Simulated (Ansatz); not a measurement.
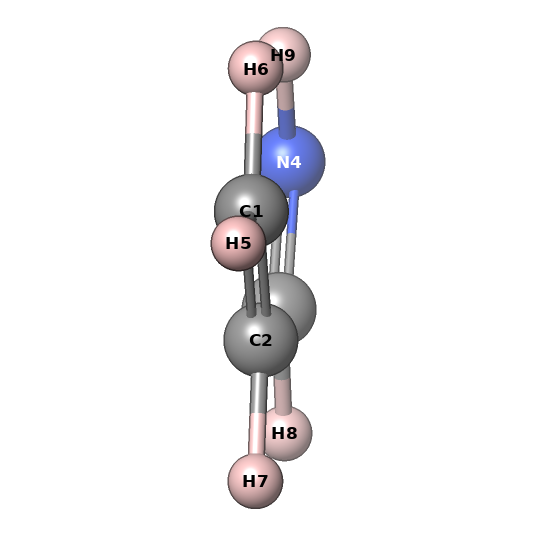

C3 lies behind C2. The molecule seen nearly along the C2–C3 bond, C2 in front. Depth is shown by fading: the farther an atom, the more it takes the colour of the background. Computed geometry: PBE-D4/def2-SVP optimisation. No frequency run is at hand to confirm it as a minimum.

Question: What is the torsion angle C1–C2–C3–N4? The sign is positive where the front bond must turn clockwise to cover the back bond.

Answer: 0°, synperiplanar (eclipsed).
